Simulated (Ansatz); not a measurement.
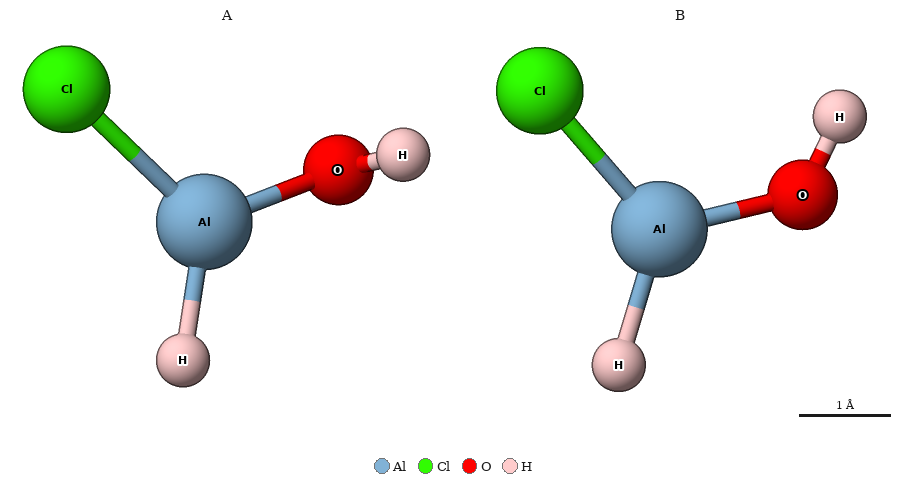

Two geometries of AlH$_{2}$OCl, drawn at one scale. One is the start of a relaxation, the other its converged end. A ball-and-stick model, seen at a tilt.

The calculation used RKS PBE0-D4/def2-SVP (Ansatz 0.2.0). Settings: no spin polarisation; force threshold 0.02 eV/Å; at most 40 steps.

### Which of the two is the end point?

Structure B is the relaxed one. The run prepares the start of a later molecular dynamics calculation, from a guessed geometry. The largest move after the best rigid fit is that of an H atom, 0.55 Å. Largest moves by element: H 0.55 Å, O 0.52 Å, Cl 0.23 Å, Al 0.12 Å. Among the contacts that change: Al–Cl 2.230 → 2.104 Å, Al–O 1.780 → 1.691 Å, H–O 1.010 → 0.958 Å, Al–H 1.560 → 1.566 Å. Bond angles that change, for instance: Al–O–H 109.5° → 127.9°. Groups turn about Al–O by about 90°. Over 8 accepted moves (9 points after the start) the energy falls by 0.477 eV. The largest force component goes from 2.2 to 0.002 eV/Å. The line search rejected the trial step at point 4 of the run. Cost: 14 s on 1 thread of Arm Neoverse V2, with other jobs on the host, peak memory 0.12 GiB.
